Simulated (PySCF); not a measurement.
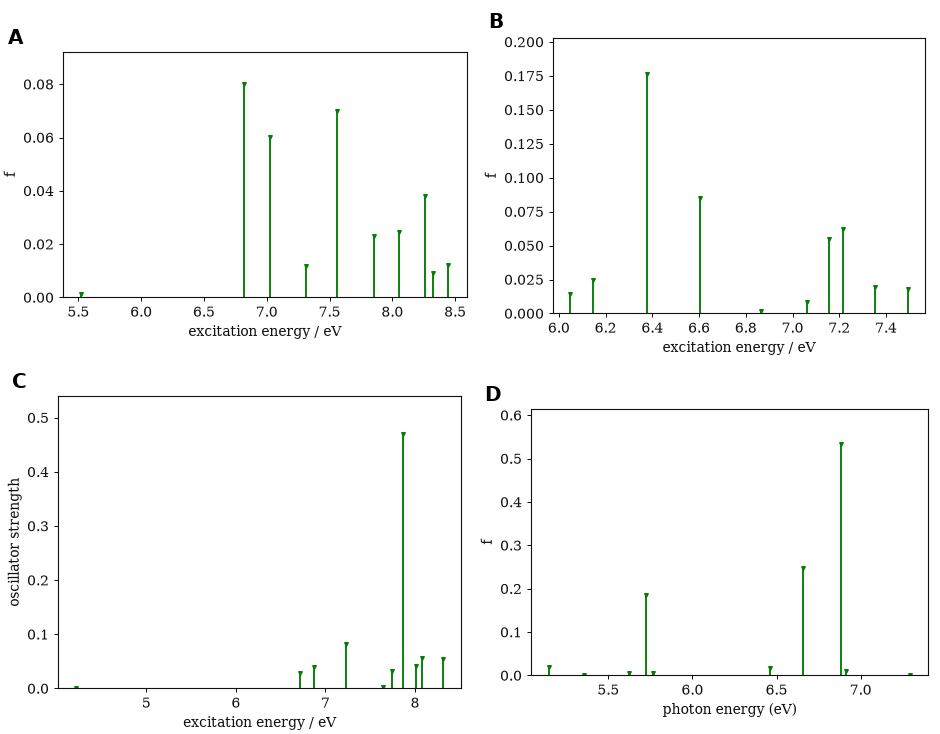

Vertical TDDFT excitations, CAM-B3LYP/def2-SVPD, PySCF, at a PBE0-D3(BJ)/def2-SVP geometry (no frequency check), gas phase. Each panel shows the lowest singlet states that were computed.

Pair each panel with its molecule.
1. C₆H₈N₂, SMILES CNc1ccncc1
2. C₆H₁₄N₂, SMILES C/C=C(\CN)CCN
3. C₂H₇NOSi, SMILES C/C=N\[SiH2]O
4. CH₆N₂OSi, SMILES N[SiH2]NC=O

A: 4 (S1 at 5.52 eV, brightest at 6.82 eV)
B: 2 (S1 at 6.05 eV, brightest at 6.38 eV)
C: 3 (S1 at 4.22 eV, brightest at 7.86 eV)
D: 1 (S1 at 5.15 eV, brightest at 6.88 eV)

Limits of at least one run: core orbitals are frozen in the response; one conformer of a flexible molecule.
